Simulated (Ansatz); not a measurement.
**GeMe2H2 (C2H8Ge): one molecule under many settings**

Aim: run GeMe2H2 (C2H8Ge) under a spread of inputs, and see what each costs and gives.

Method: the settings change from run to run; program: Ansatz 0.2.0, Gaussian basis.

## (1) The geometry

The structure was relaxed beforehand with PBE-D4/def2-SVP.

11 atoms, charge 0, spin multiplicity 1.

Atoms are counted from 1 here; the program's logs count them from 0.

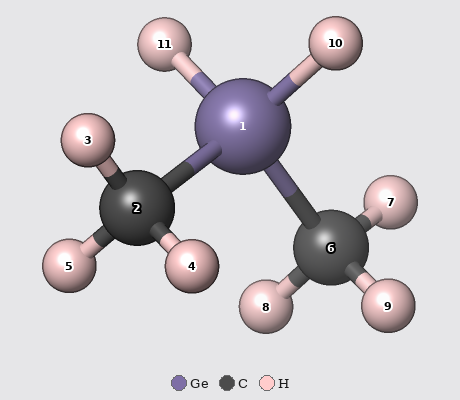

The structure; germanium purple, carbon dark grey, hydrogen pink; atoms are numbered from 1 in the order of the file.

Coordinates:

```tsv
atom	x (Å)	y (Å)	z (Å)
Ge1	-0.62951	-0.00334	-0.44756
C2	-0.65049	-0.00103	1.52225
H3	-1.69058	0.00369	1.90271
H4	-0.13022	0.89652	1.91140
H5	-0.13752	-0.90177	1.91363
C6	1.22407	0.00414	-1.11445
H7	1.24176	0.00149	-2.22180
H8	1.76671	-0.89155	-0.75253
H9	1.75804	0.90673	-0.75686
H10	-1.38196	1.25193	-0.97996
H11	-1.37032	-1.26682	-0.97682
```

## (2) B2PLYP/def2-mTZVP

Set apart from the defaults: charge +1, multiplicity 2, atoms shaken by 0.03 Å.

Input file in.yaml:

```yaml
crystal:
  periodic: [false, false, false]
  atoms:
    - {symbol: Ge, position_ang: [-0.670801, -0.007182, -0.354872]}
    - {symbol: C, position_ang: [-0.621830, -0.005070, 1.532484]}
    - {symbol: H, position_ang: [-1.697395, -0.039047, 1.866311]}
    - {symbol: H, position_ang: [-0.138133, 0.884065, 1.904264]}
    - {symbol: H, position_ang: [-0.100549, -0.943198, 1.885085]}
    - {symbol: C, position_ang: [1.228823, -0.035290, -1.130274]}
    - {symbol: H, position_ang: [1.168314, 0.029722, -2.278834]}
    - {symbol: H, position_ang: [1.764781, -0.909482, -0.785176]}
    - {symbol: H, position_ang: [1.803056, 0.944763, -0.789005]}
    - {symbol: H, position_ang: [-1.413928, 1.238708, -0.952986]}
    - {symbol: H, position_ang: [-1.377941, -1.250620, -0.995869]}
basis:
  gaussian: {orbitals: def2-mTZVP}
total_charge: 1
magnetization: {spin_polarized: true, initial_magnetization: 1}
hamiltonian: {xc: {name: B2PLYP}}
```

Command:

```console
> ansatz run in.yaml --threads 4 --pin off --events-out ev --progress --plain --max-ram 3916MiB
```

The log of the run:

```text
Functional definition: B2PLYP
  name "B2PLYP"
  cite "Grimme, J. Chem. Phys. 124, 034108 (2006) doi:10.1063/1.2148954"
  cite "Becke, Phys. Rev. A 38, 3098 (1988) doi:10.1103/PhysRevA.38.3098"
  cite "Lee, Yang & Parr, Phys. Rev. B 37, 785 (1988) doi:10.1103/PhysRevB.37.785"
  parameter a = 0.53
  parameter c = 0.27
  exchange = (1 - a)*b88_x + a*exact_x
  correlation = (1 - c)*lyp_c + c*(mp2_os + mp2_ss)
980 factors; integrals over basis functions are off by at most 1.2e-3 eV
mean field evaluation 1: about -58682.0049 eV, gradient 5.1e1 eV
mean field evaluation 2: about -58682.0009 eV, gradient 5.1e1 eV
mean field evaluation 4: about -58694.4957 eV, gradient 3.3e0 eV
mean field evaluation 8: about -58694.9780 eV, gradient 7.8e-1 eV
mean field evaluation 16: about -58695.0532 eV, gradient 1.8e-2 eV
mean field evaluation 32: about -58694.3305 eV, gradient 4.9e0 eV
mean field -58695.05321169 eV, -2157.0034205934 hartree, gradient 4.3e-6 eV, S^2 0.756839; 6 other end points of the search recorded, 0 dependent functions left out
11 core orbitals not correlated: weight in the atoms' cores, before any rotation towards them, 1.000 or more for the frozen orbitals, at most 0.000 for the correlated occupied ones
reference -58695.05338062 eV, -2157.0034268017 hartree; 15, 14 occupied and 72, 73 virtual orbitals, 980 factors
second order -15.58182256 eV of doubles, -0.00000000 eV of singles
Total energy: -58699.26047271 eV, -2157.1580345844 hartree
```

Run time: 15 s. Hardware: 4 threads of Intel Xeon at 2.50GHz, shared host.

⟨S²⟩ 0.757.

## (3) PBE-QIDH/def2-SVP

Input file in.yaml:

```yaml
crystal:
  periodic: [false, false, false]
  atoms:
    - {symbol: Ge, position_ang: [-0.629506, -0.003343, -0.447557]}
    - {symbol: C, position_ang: [-0.650488, -0.001025, 1.522246]}
    - {symbol: H, position_ang: [-1.690577, 0.003689, 1.902706]}
    - {symbol: H, position_ang: [-0.130218, 0.896521, 1.911398]}
    - {symbol: H, position_ang: [-0.137516, -0.901774, 1.913628]}
    - {symbol: C, position_ang: [1.224074, 0.004141, -1.114450]}
    - {symbol: H, position_ang: [1.241757, 0.001488, -2.221800]}
    - {symbol: H, position_ang: [1.766706, -0.891547, -0.752526]}
    - {symbol: H, position_ang: [1.758042, 0.906732, -0.756862]}
    - {symbol: H, position_ang: [-1.381964, 1.251926, -0.979961]}
    - {symbol: H, position_ang: [-1.370322, -1.266819, -0.976824]}
basis:
  gaussian: {orbitals: def2-SVP}
hamiltonian: {xc: {name: PBE-QIDH}}
```

Same command.

The log of the run, cut to the lines that bear on the results:

```text
Functional definition: PBE-QIDH
  name "PBE-QIDH"
  cite "Brémond, Sancho-García, Pérez-Jiménez & Adamo, J. Chem. Phys. 141, 031101 (2014) doi:10.1063/1.4890314"
  cite "Perdew, Burke & Ernzerhof, Phys. Rev. Lett. 77, 3865 (1996) doi:10.1103/PhysRevLett.77.3865"
[...]
1026 factors; integrals over basis functions are off by at most 1.2e-3 eV
[...]
mean field -58688.87417486 eV, -2156.7763451785 hartree, gradient 8.5e-6 eV, S^2 0.000000; 0 other end points of the search recorded, 0 dependent functions left out
11 core orbitals not correlated: weight in the atoms' cores, before any rotation towards them, 1.000 or more for the frozen orbitals, at most 0.000 for the correlated occupied ones
reference -58688.87418683 eV, -2156.7763456184 hartree; 15, 15 occupied and 74, 74 virtual orbitals, 1026 factors
second order -16.41411198 eV of doubles, -0.00000000 eV of singles
Total energy: -58694.34555749 eV, -2156.9774147815 hartree
```

Wall time 4.7 s (4 threads of Intel Xeon at 2.50GHz, shared host).

## (4) revPBE/6-31G

This run has atoms shaken by 0.15 Å, density fitting with cc-pVTZ-jkfit, D4 dispersion, high accuracy.

Input file in.yaml:

```yaml
crystal:
  periodic: [false, false, false]
  atoms:
    - {symbol: Ge, position_ang: [-0.807314, -0.112178, -0.425146]}
    - {symbol: C, position_ang: [-0.554902, -0.303241, 1.380814]}
    - {symbol: H, position_ang: [-1.423843, -0.176222, 2.144500]}
    - {symbol: H, position_ang: [-0.156010, 0.630861, 1.728282]}
    - {symbol: H, position_ang: [-0.286832, -0.740442, 1.881054]}
    - {symbol: C, position_ang: [1.406043, -0.069549, -1.307237]}
    - {symbol: H, position_ang: [1.260090, -0.092158, -2.300943]}
    - {symbol: H, position_ang: [1.646313, -1.012836, -0.699747]}
    - {symbol: H, position_ang: [1.748833, 0.880714, -0.813217]}
    - {symbol: H, position_ang: [-1.597523, 1.312943, -0.983088]}
    - {symbol: H, position_ang: [-1.406305, -1.127509, -1.130723]}
basis:
  gaussian: {orbitals: 6-31G, fitting: {mean_field: cc-pVTZ-jkfit}}
hamiltonian: {xc: {name: revPBE}, dispersion: d4}
accuracy: high
scf: {omitted_lower_state_checks: [starts]}
output: {forces: true}
```

Same command.

The log of the run, cut to the lines that bear on the results:

```text
Functional definition: revPBE
  name "revPBE"
  cite "Zhang & Yang, Phys. Rev. Lett. 80, 890 (1998) doi:10.1103/PhysRevLett.80.890"
  cite "Perdew, Burke & Ernzerhof, Phys. Rev. Lett. 77, 3865 (1996) doi:10.1103/PhysRevLett.77.3865"
[...]
605 factors; integrals over basis functions are off by at most 2.6e-2 eV
[...]
mean field -58699.25797711 eV, -2157.1579428728 hartree, gradient 2.2e-8 eV, S^2 0.000000; 0 other end points of the search recorded, 0 dependent functions left out
[...]
reference -58699.25798182 eV, -2157.1579430456 hartree; 26, 26 occupied and 37, 37 virtual orbitals, 605 factors
Total energy: -58699.80760622 eV, -2157.1781413700 hartree
Atom 0 at    -0.807314    -0.112178    -0.425146 Å, force     2.906815     3.721186    -1.865562 eV/Å
Atom 1 at    -0.554902    -0.303241     1.380814 Å, force   -18.744732    28.320213   -24.038412 eV/Å
Atom 2 at    -1.423843    -0.176222     2.144500 Å, force    -0.945104     0.101297    -1.860762 eV/Å
Atom 3 at    -0.156010     0.630861     1.728282 Å, force     1.165690     1.387744    -0.360345 eV/Å
Atom 4 at    -0.286832    -0.740442     1.881054 Å, force    18.570279   -29.139956    28.163761 eV/Å
Atom 5 at     1.406043    -0.069549    -1.307237 Å, force    -2.121237    -0.153672     6.780321 eV/Å
Atom 6 at     1.260090    -0.092158    -2.300943 Å, force    -0.111911    -0.251692    -3.917887 eV/Å
Atom 7 at     1.646313    -1.012836    -0.699747 Å, force     0.380237     1.128148    -1.268328 eV/Å
Atom 8 at     1.748833     0.880714    -0.813217 Å, force     0.150168    -0.816857    -0.679815 eV/Å
Atom 9 at    -1.597523     1.312943    -0.983088 Å, force     0.663545    -1.191070     0.928629 eV/Å
Atom 10 at    -1.406305    -1.127509    -1.130723 Å, force    -1.913751    -3.105341    -1.881601 eV/Å
Dipole moment:    -0.041522    -0.048873     0.302543 e Å
Checks for a lower state left out: starts
```

Run time: 3.6 s. Hardware: 4 threads of Intel Xeon at 2.50GHz, shared host.

Largest force 44.578 eV/Å, dipole 1.49 D.

## (5) PBEsol/def2-mTZVPP

Set apart from the defaults: atoms shaken by 0.03 Å, D3(BJ) dispersion.

Input file in.yaml:

```yaml
crystal:
  periodic: [false, false, false]
  atoms:
    - {symbol: Ge, position_ang: [-0.644796, -0.025963, -0.402722]}
    - {symbol: C, position_ang: [-0.663440, -0.066444, 1.531633]}
    - {symbol: H, position_ang: [-1.666970, -0.001003, 1.900981]}
    - {symbol: H, position_ang: [-0.115673, 0.883433, 1.894413]}
    - {symbol: H, position_ang: [-0.087376, -0.912641, 1.884631]}
    - {symbol: C, position_ang: [1.217693, -0.016600, -1.089485]}
    - {symbol: H, position_ang: [1.248529, 0.017670, -2.228558]}
    - {symbol: H, position_ang: [1.680032, -0.884095, -0.751616]}
    - {symbol: H, position_ang: [1.771853, 0.891877, -0.802762]}
    - {symbol: H, position_ang: [-1.389815, 1.215406, -0.972556]}
    - {symbol: H, position_ang: [-1.378824, -1.311644, -0.967253]}
basis:
  gaussian: {orbitals: def2-mTZVPP}
hamiltonian: {xc: {name: PBEsol}, dispersion: d3bj}
output: {forces: true}
```

The command is unchanged.

The log of the run, cut to the lines that bear on the results:

```text
Functional definition: PBEsol
  name "PBEsol"
  cite "Perdew et al., Phys. Rev. Lett. 100, 136406 (2008) doi:10.1103/PhysRevLett.100.136406"
  cite "Perdew, Burke & Ernzerhof, Phys. Rev. Lett. 77, 3865 (1996) doi:10.1103/PhysRevLett.77.3865"
  parent pbesol
[...]
1175 factors; their error is unknown
[...]
mean field -58660.39948299 eV, -2155.7299195532 hartree, gradient 4.7e-5 eV, S^2 0.000000; 0 other end points of the search recorded, 0 dependent functions left out
[...]
reference -58660.39951897 eV, -2155.7299208753 hartree; 26, 26 occupied and 88, 88 virtual orbitals, 1175 factors
Total energy: -58660.47164857 eV, -2155.7325715894 hartree
Atom 0 at    -0.644796    -0.025963    -0.402722 Å, force     0.016906    -0.254703    -1.019128 eV/Å
Atom 1 at    -0.663440    -0.066444     1.531633 Å, force     1.519224     2.055451    -0.031763 eV/Å
Atom 2 at    -1.666970    -0.001003     1.900981 Å, force    -0.858738    -0.276662     0.506113 eV/Å
Atom 3 at    -0.115673     0.883433     1.894413 Å, force    -0.638853    -1.137358    -0.375489 eV/Å
Atom 4 at    -0.087376    -0.912641     1.884631 Å, force     0.000901    -0.551894     0.363735 eV/Å
Atom 5 at     1.217693    -0.016600    -1.089485 Å, force    -1.325011     2.089151    -1.874643 eV/Å
Atom 6 at     1.248529     0.017670    -2.228558 Å, force    -0.234706    -0.296035     1.043144 eV/Å
Atom 7 at     1.680032    -0.884095    -0.751616 Å, force     1.291706    -1.835444     0.696487 eV/Å
Atom 8 at     1.771853     0.891877    -0.802762 Å, force    -0.024788    -0.117047     0.370967 eV/Å
Atom 9 at    -1.389815     1.215406    -0.972556 Å, force     0.008964    -0.087971     0.144536 eV/Å
Atom 10 at    -1.378824    -1.311644    -0.967253 Å, force     0.244395     0.412511     0.176041 eV/Å
Dipole moment:     0.102512     0.021485     0.107541 e Å
```

Run time: 3.6 s. Hardware: 4 threads of Intel Xeon at 2.50GHz, shared host.

Largest force 3.104 eV/Å, dipole 0.72 D.

## (6) All runs side by side

```tsv
level	charge	multiplicity	geometry	functions	energy (eV)	time
B2PLYP/def2-mTZVP	1	2	shaken	98	-58699.260	15 s
PBE-QIDH/def2-SVP	0	1	relaxed	100	-58694.346	4.7 s
revPBE/6-31G	0	1	shaken	63	-58699.808	3.6 s
PBEsol/def2-mTZVPP	0	1	shaken	114	-58660.472	3.6 s
```

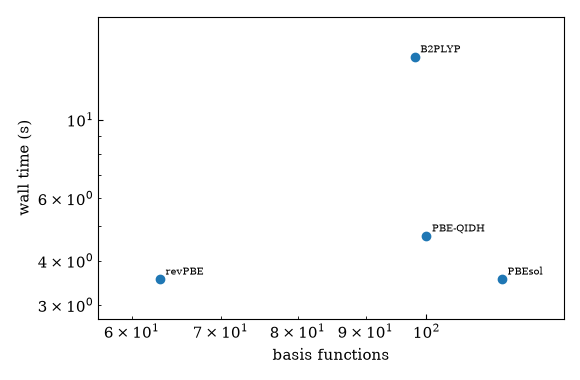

Wall time against the number of basis functions (shared host).

## (7) Outcome

| quantity | value |
| --- | --- |
| runs | 4 |
| quickest | revPBE/6-31G, 3.6 s |
| slowest | B2PLYP/def2-mTZVP, 15 s |

**Reading.** The runs differ in state or geometry as well as level, so their energies can't be set against each other. B2PLYP/def2-mTZVP took 4 times as long as revPBE/6-31G. The jobs differ in tasks and options as well as level.
